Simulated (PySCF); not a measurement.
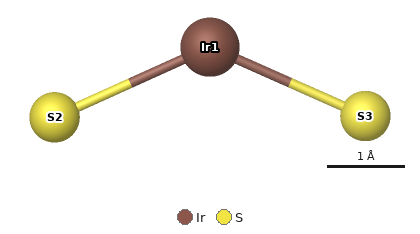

Fig. 1: The structure (ball-and-stick view, seen on its broad side; atoms are numbered from 1 in the order of the input). Sticks mark near contacts.

# Frequency calculation, with input and output: IrS$_{2}$

System: IrS$_{2}$, multiplicity 6.
Method: UKS-based B3LYP, Ir def2-SVP with ECP60, S def2-SVP; non-relativistic Hamiltonian with a scalar-relativistic core potential; density fitting (PySCF 2.14.0).

## Log
```
init E= -900.494447834047
  alpha nocc = 27  HOMO = -0.222507464006328  LUMO = -0.0236992979662803
  beta  nocc = 22  HOMO = -0.260095067088853  LUMO = -0.186928172853406
  HOMO = -0.222507464006  LUMO = -0.186928172853  gap/eV = 0.96816
cycle= 1 E= -900.494447833957  delta_E= 9e-11  |g|= 1.37e-05  |ddm|= 1.64e-05
  alpha nocc = 27  HOMO = -0.222509649821872  LUMO = -0.0237014103404443
  beta  nocc = 22  HOMO = -0.260094673896478  LUMO = -0.186934361284912
  HOMO = -0.222509649822  LUMO = -0.186934361285  gap/eV = 0.96805
cycle= 2 E= -900.494447832251  delta_E= 1.71e-09  |g|= 5.83e-05  |ddm|= 6.64e-05
  alpha nocc = 27  HOMO = -0.222507787611471  LUMO = -0.0236995873217642
  beta  nocc = 22  HOMO = -0.260094912423491  LUMO = -0.186929288286387
  HOMO = -0.222507787611  LUMO = -0.186929288286  gap/eV = 0.96814
cycle= 3 E= -900.494447834056  delta_E= -1.8e-09  |g|= 1.4e-06  |ddm|= 5.39e-05
  alpha nocc = 27  HOMO = -0.222507809354203  LUMO = -0.0236996151421738
  beta  nocc = 22  HOMO = -0.26009492914113  LUMO = -0.186929323593844
  HOMO = -0.222507809354  LUMO = -0.186929323594  gap/eV = 0.96814
cycle= 4 E= -900.494447834059  delta_E= -3.41e-12  |g|= 3.52e-07  |ddm|= 2.17e-06
  alpha nocc = 27  HOMO = -0.222507846236778  LUMO = -0.0236996534510404
  beta  nocc = 22  HOMO = -0.260094961460646  LUMO = -0.18692938426869
  HOMO = -0.222507846237  LUMO = -0.186929384269  gap/eV = 0.96814
Extra cycle  E= -900.494447834059  delta_E=    0  |g|= 8.35e-07  |ddm|= 1.91e-06
converged SCF energy = -900.494447834059  <S^2> = 8.7640828  2S+1 = 6.0046924
```

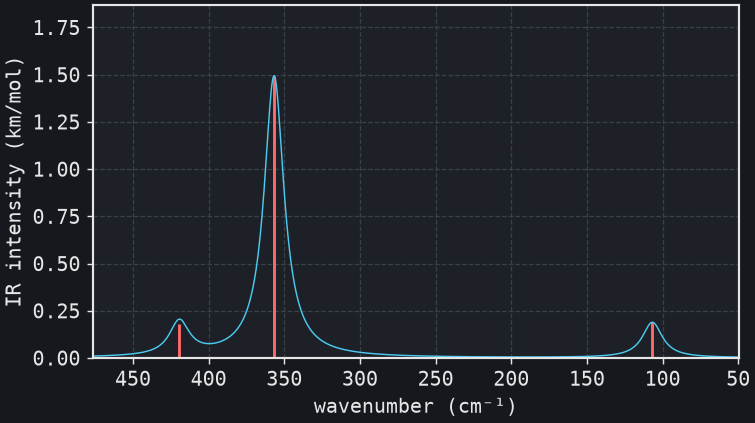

Fig. 2: Harmonic infrared spectrum, unscaled: sticks (degenerate modes added up, dark ones marked on the axis) with a Lorentzian envelope of 16 cm⁻¹ full width, scaled to the tallest stick. 3 modes from 107 to 419 cm⁻¹, none imaginary. The strongest line is at 357 cm⁻¹ (1.5 km/mol). All modes, in cm⁻¹ (km/mol): 107 (0.2), 357 (1.5), 419 (0.2).

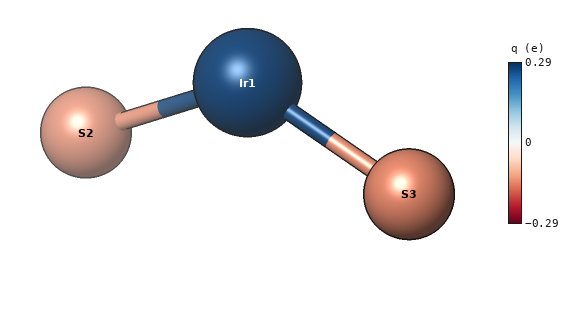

Fig. 3: Mulliken charges, as the colour of each atom (ball-and-stick view, seen at a tilt; atoms are numbered from 1 in the order of the input). By element: Ir +0.27 and S −0.14 e.

The run was set up as follows.

## Input
```python
from pyscf import gto, scf, dft
mol = gto.M(atom='''
Ir     0.000000     0.000000    -0.227264
S      2.025418     0.000000     0.683172
S     -2.025418     0.000000     0.683172''',
    basis={'Ir': 'def2-SVP', 'S': 'def2-SVP'},
    ecp={'Ir': 'def2-SVP'},
    charge=0, spin=5)
mf = dft.UKS(mol, xc='B3LYP')
mf.grids.atom_grid = (75, 302)
aux = {'Ir': 'def2-universal-JKFIT', 'S': 'def2-universal-JKFIT'}
mf = mf.density_fit(auxbasis=aux)
mf.conv_tol = 1e-09
mf.diis_space = 10
mf.max_cycle = 60
mf.verbose = 4
mf.kernel()
```

The script is an equivalent of the set-up of the self-consistent field. The run itself was carried out by a driver, which started from the orbitals of the step before it where there was one and computed the further properties.

Launch command:
```bash
OMP_NUM_THREADS=2 python axn.py task.json out
```

## Summary

```json
{"quantity": "outcome", "value": "converged"}
{"quantity": "total energy", "value": "−900.494448 hartree"}
{"quantity": "⟨S²⟩", "value": "8.764"}
{"quantity": "zero-point energy", "value": "0.002011 hartree"}
{"quantity": "dipole moment", "value": "1.45 D"}
{"quantity": "wavenumbers, lowest and highest", "value": "107 and 419 cm⁻¹"}
{"quantity": "hardware", "value": "2 threads of Arm Neoverse N1, 54 GiB of memory available, shared host"}
{"quantity": "wall time", "value": "42 s (CPU time 70 s)"}
{"quantity": "peak memory", "value": "0.69 GiB"}
```
